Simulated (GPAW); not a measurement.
## Geometry relaxation, with input and output: HBr (part 1 of 2)

System: HBr.
Method: vdW-DF2/plane waves, scalar-relativistic datasets (GPAW 26.7.0).

The geometry comes from this level: UFF from SMILES.

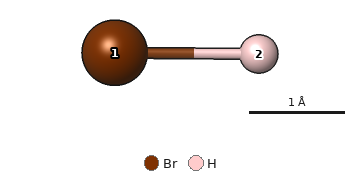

Fig. 1: The structure as given in the input (ball-and-stick view, seen on its broad side; atoms are numbered from 1 in the order of the input). Bond lengths as drawn: Br–H 1.53 Å.

### Results in brief

```csv
quantity,value
outcome,converged
energy relative to the program's reference atoms,−78.7115 eV
largest force,0.007 eV/Å
HOMO,−7.66 eV
LUMO,−2.21 eV
dipole moment,0.71 D
hardware,"1 thread of Arm Neoverse V2, 24 GiB of memory available, shared host"
wall time,92 s
peak memory,0.9 GiB
```

### The input (gs_relax.py)
```python
from ase import Atoms
from ase.io import write
from ase.optimize import GPMin
from gpaw import GPAW, PW
from rdkit import Chem
from rdkit.Chem import AllChem

# Structure
rd = Chem.AddHs(Chem.MolFromSmiles("Br"))
AllChem.EmbedMolecule(rd, randomSeed=260)
AllChem.UFFOptimizeMolecule(rd)
molecule = Atoms([a.GetSymbol() for a in rd.GetAtoms()], positions=rd.GetConformer().GetPositions())
write("start.xyz", molecule)
molecule.set_cell([11.0, 11.0, 11.0])
molecule.center()

# Ground state
gpaw_calc = GPAW(mode=PW(500),
                 xc={"name": "vdW-DF2", "backend": "libvdwxc"},
                 symmetry="off",
                 maxiter=150,
                 txt="-")
molecule.calc = gpaw_calc

opt = GPMin(molecule, trajectory="gs.traj")
converged = opt.run(fmax=0.05, steps=100)
print("Converged:", converged)
print(f"Final energy = {molecule.get_potential_energy():.5f} eV")
write("relaxed.xyz", molecule)
```

Launch command:
```bash
python gs_relax.py > gs_relax.log
```

### The program's output
```
__  _  _
 | _ |_)|_||  |
 |__||  | ||/\| - 26.7.0

units:  Angstrom and eV
cores:  1
OpenMP: False

Versions:
  Python: 3.12.14
  ASE:    3.29.0
  Numpy:  2.5.5
  Scipy:  1.18.1
  Libxc:  7.0.0

        _gpaw.cpython-312-aarch64-linux-gnu.so

Input parameters:
  mode=PW(ecut=500.0),
  maxiter=150,
  symmetry=Symmetry(point_group=False, time_reversal=False),
  xc=XC(name='vdW-DF2', backend='libvdwxc')

Diagonalizing LCAO Hamiltonian
Converting LCAO to pw mode
        .--------------------------.
       /|                          |
      / |                          |
     /  |                          |
    /   |                          |
   /    |                          |
  /     |                          |
 *      |                          |
 |      |                          |
 |      |                          |
 |      |                          |
 |      |       H   Br             |
 |      |                          |
 |      |                          |
 |      .--------------------------.
 |     /                          /
 |    /                          /
 |   /                          /
 |  /                          /
 | /                          /
 |/                          /
 *--------------------------*

Atoms  # Å, Bohr magnetons
|   | symbol |        x |        y |        z |    initial magnetic moments |
|---|--------|----------|----------|----------|-----------------------------|
| 0 |     Br | 6.264479 | 5.500000 | 5.500000 | ( 0.0000,  0.0000,  0.0000) |
| 1 |      H | 4.735521 | 5.500000 | 5.500000 | ( 0.0000,  0.0000,  0.0000) |

Unit cell  # Å
| periodic |         x |         y |         z |   lengths |    angles |
|----------|-----------|-----------|-----------|-----------|-----------|
|       no | 11.000000 |  0.000000 |  0.000000 | 11.000000 | 90.000000 |
|       no |  0.000000 | 11.000000 |  0.000000 | 11.000000 | 90.000000 |
|       no |  0.000000 |  0.000000 | 11.000000 | 11.000000 | 90.000000 |

Number of symmetries: 1
Symmetry operations  # r_c * U_cc + t_c -> r_c
|   | kind |            matrix            |
|---|------|------------------------------|
| 0 |  E   |  1, 0, 0,  0, 1, 0,  0, 0, 1 |

BZ-sampling:
  Number of BZ points: 1
  Number of IBZ points: 1

  Monkhorst-Pack size: [1, 1, 1]
  Monkhorst-Pack shift: [0, 0, 0]

K-points  # in reciprocal-cell coordinates
|   |                                coordinates |     weight |
|---|--------------------------------------------|------------|
| 0 | (  0.00000000,   0.00000000,   0.00000000) | 1.00000000 |

Plane wave coefficients: 16917
Cutoff: 500.0 eV

Spin-components: 1 (collinear spins)
Bands:           5
Projectors:      8
Spin-degeneracy: 2
Datatype:        float64

  Storage: CPU
  Wave functions: 1_353_360 bytes (1_353_360 per core)
  Projectors: 5_142_768 bytes (5_142_768 per core)

Parallelization:
  kpt:    1
  domain: 1
  band:   1

Density:
  Valence electrons: 8.0
  Components: 1
  Grid points: [60 60 60]
  Charge: 0.0  # |e|

Potential:
  Grid points: [60 60 60]

species:
  Br:
    name:    Bromine
    Z:       35.0
    valence: 7
    core:    28
    charge:  0.0  # [|e|]
    file:    Br.PBE.gz
    compensation charges:
      type: gauss
      rc: 0.35  # [Å]
      lmax: 2
    cutoffs:
      filter: 1.98  # [Å]
      core: 2.38  # [Å]
    projectors
    | kind |    occ | energy [eV] | rcut [Å] |
    |------|--------|-------------|----------|
    |   4s |  2.000 |     -20.121 |    1.111 |
    |   4p |  5.000 |      -7.861 |    1.111 |
    |    s |        |       7.091 |    1.111 |
    |    p |        |      19.351 |    1.111 |
    |    d |        |       0.000 |    1.111 |

    Using partial waves for Br as LCAO basis

  H:
    name:    Hydrogen
    Z:       1.0
    valence: 1
    core:    0
    charge:  0.0  # [|e|]
    file:    H.PBE.gz
    compensation charges:
      type: gauss
      rc: 0.15  # [Å]
      lmax: 2
    cutoffs:
      filter: 0.85  # [Å]
      core: 0.53  # [Å]
    projectors
    | kind |    occ | energy [eV] | rcut [Å] |
    |------|--------|-------------|----------|
    |   1s |  1.000 |      -6.494 |    0.476 |
    |    s |        |      20.717 |    0.476 |
    |    p |        |       0.000 |    0.476 |

    Using partial waves for H as LCAO basis

Reference energy: -70914.737891  # eV

eigensolver:
  PPCG
  Converge bands: occupied
  niter=2

density mixing:
  MSR1-Mixer
  Pratt-step length: 0.05
  Maximum mixing coefficient: 0.75
  Old densities: 10
  SVD Regularization: 0.005
  Good broyden scale: 1.0
  Trust region scale: 1.0
  Backstep threshold: 4.0
  History deletion threshold: 6.0
  Fourier metric: weight=20.0, sigma=0.015

occupation numbers:
  # Zero width

poisson solver:
  ecut: 4000.0  # eV

xc functional:
  name: vdW-DF2 with libvdwxc
  Mode: serial
  Semilocal: GGA_X_RPW86+LDA_C_PW with 2 nearest neighbor stencil
  Local blocksize: 120 x 120 x 120
  PAW datasets: PBE

Initialization done in: 2.266 s

convergence criteria:
- Maximum [total energy] change in last 3 cyles: 0.0005 eV / valence electron
- Maximum integral of absolute [dens]ity change: 0.0001 electrons / valence electron
- Maximum integral of absolute [eigenst]ate change: 4e-08 eV^2 / valence electron
maximum number of iterations: 150

SCF iterations
|iter     |     time |      energy | eigst |  dens |
|---------|----------|-------------|-------|-------|
|iter:   1| 00:00:03 |  -78.751542 | -0.14 |       |
|iter:   2| 00:00:05 |  -78.742653 | -2.13 | -0.99 |
|iter:   3| 00:00:07 |  -78.655452 | -2.11 | -1.01 |
|iter:   4| 00:00:09 |  -78.641323 | -2.53 | -1.50 |
|iter:   5| 00:00:11 |  -78.640148 | -3.57 | -2.07 |
|iter:   6| 00:00:13 |  -78.640027c| -4.58 | -2.40 |
|iter:   7| 00:00:15 |  -78.640021c| -5.95 | -3.06 |
|iter:   8| 00:00:17 |  -78.640020c| -7.29 | -3.87 |
|iter:   9| 00:00:19 |  -78.640021c| -8.68c| -4.53c|

Converged in 9 steps
SCF loop duration: 16.759 s (1.862 s/step)
Energy contributions relative to reference atoms: (reference = -70914.737891)

Energy contributions:
  Kinetic:           7.374334
  Coulomb:          -8.921545
  Zero:             -0.107608
  External:          0.000000
  Xc:              -76.985202
  Entropy:           0.000000
  Spinorbit:         0.000000
  ----------------------------
  Free energy:     -78.640021
  Extrapolated:    -78.640021

dipole moment: (-0.152909, -0.000008, -0.000008)  # |e|*Ang

Fermi level: -4.943
Eigenvalues  # (at kpt = [0.000, 0.000, 0.000])
| band index |      eig [eV] | occ [0-2] |
|------------|---------------|-----------|
|          0 |       -20.358 |     2.000 |
|          1 |       -10.949 |     2.000 |
|          2 |        -7.437 |     2.000 |
|          3 |        -7.437 |     2.000 |
|          4 |        -2.449 |     0.000 |

Gap: 4.988 eV
Transition (v -> c):
  (s=0, k=0, n=3, [0.00, 0.00, 0.00]) -> (s=0, k=0, n=4, [0.00, 0.00, 0.00])
No difference between direct/indirect transitions
vacuum-level: 0.195  # V

Forces  # eV/Ang
|        x |        y |        z |
|----------|----------|----------|
| -1.56253 |  0.00000 | -0.00000 |  # Br   0
|  1.56245 | -0.00000 | -0.00000 |  # H    1

Force computation time: 0.178  # s
       Step     Time          Energy          fmax
GPMin:    0 00:00:20      -78.640021        1.562528
        .--------------------------.
       /|                          |
      / |                          |
     /  |                          |
    /   |                          |
   /    |                          |
  /     |                          |
 *      |                          |
 |      |                          |
 |      |                          |
 |      |                          |
 |      |        H Br              |
 |      |                          |
 |      |                          |
 |      .--------------------------.
 |     /                          /
 |    /                          /
 |   /                          /
 |  /                          /
 | /                          /
 |/                          /
 *--------------------------*

Atoms  # Å, Bohr magnetons
|   | symbol |        x |        y |        z |    initial magnetic moments |
|---|--------|----------|----------|----------|-----------------------------|
| 0 |     Br | 5.981629 | 5.500000 | 5.500000 | ( 0.0000,  0.0000,  0.0000) |
| 1 |      H | 5.018357 | 5.500000 | 5.500000 | ( 0.0000,  0.0000,  0.0000) |

Unit cell  # Å
| periodic |         x |         y |         z |   lengths |    angles |
|----------|-----------|-----------|-----------|-----------|-----------|
|       no | 11.000000 |  0.000000 |  0.000000 | 11.000000 | 90.000000 |
|       no |  0.000000 | 11.000000 |  0.000000 | 11.000000 | 90.000000 |
|       no |  0.000000 |  0.000000 | 11.000000 | 11.000000 | 90.000000 |

Initialization done in: 1.971 s

convergence criteria:
- Maximum [total energy] change in last 3 cyles: 0.0005 eV / valence electron
- Maximum integral of absolute [dens]ity change: 0.0001 electrons / valence electron
- Maximum integral of absolute [eigenst]ate change: 4e-08 eV^2 / valence electron
maximum number of iterations: 150

SCF iterations
|iter     |     time |      energy | eigst |  dens |
|---------|----------|-------------|-------|-------|
|iter:   1| 00:00:22 |  -73.713542 | -0.08 |       |
|iter:   2| 00:00:24 |  -73.393949 | -1.87 | -0.76 |
|iter:   3| 00:00:26 |  -72.109203 | -0.88 | -0.81 |
|iter:   4| 00:00:28 |  -71.918461 | -1.48 | -1.33 |
|iter:   5| 00:00:30 |  -71.904353 | -3.01 | -1.64 |
|iter:   6| 00:00:32 |  -71.904474 | -4.86 | -2.47 |
|iter:   7| 00:00:34 |  -71.904533c| -5.48 | -2.90 |
|iter:   8| 00:00:36 |  -71.904535c| -6.72 | -3.63 |
|iter:   9| 00:00:38 |  -71.904535c| -7.84c| -4.39c|

Converged in 9 steps
SCF loop duration: 16.855 s (1.873 s/step)
Energy contributions relative to reference atoms: (reference = -70914.737891)

Energy contributions:
  Kinetic:          63.557094
  Coulomb:         -51.686265
  Zero:             -0.082268
  External:          0.000000
  Xc:              -83.693095
  Entropy:           0.000000
  Spinorbit:         0.000000
  ----------------------------
  Free energy:     -71.904535
  Extrapolated:    -71.904535

dipole moment: (-0.132939, 0.000012, 0.000012)  # |e|*Ang

Fermi level: -4.630
Eigenvalues  # (at kpt = [0.000, 0.000, 0.000])
| band index |      eig [eV] | occ [0-2] |
|------------|---------------|-----------|
|          0 |       -22.978 |     2.000 |
|          1 |       -12.070 |     2.000 |
|          2 |        -7.696 |     2.000 |
|          3 |        -7.696 |     2.000 |
|          4 |        -1.564 |     0.000 |

Gap: 6.132 eV
Transition (v -> c):
  (s=0, k=0, n=3, [0.00, 0.00, 0.00]) -> (s=0, k=0, n=4, [0.00, 0.00, 0.00])
No difference between direct/indirect transitions
vacuum-level: 0.190  # V

Forces  # eV/Ang
|         x |        y |        z |
|-----------|----------|----------|
|  43.14579 |  0.00000 |  0.00000 |  # Br   0
| -43.14572 | -0.00000 | -0.00000 |  # H    1
```
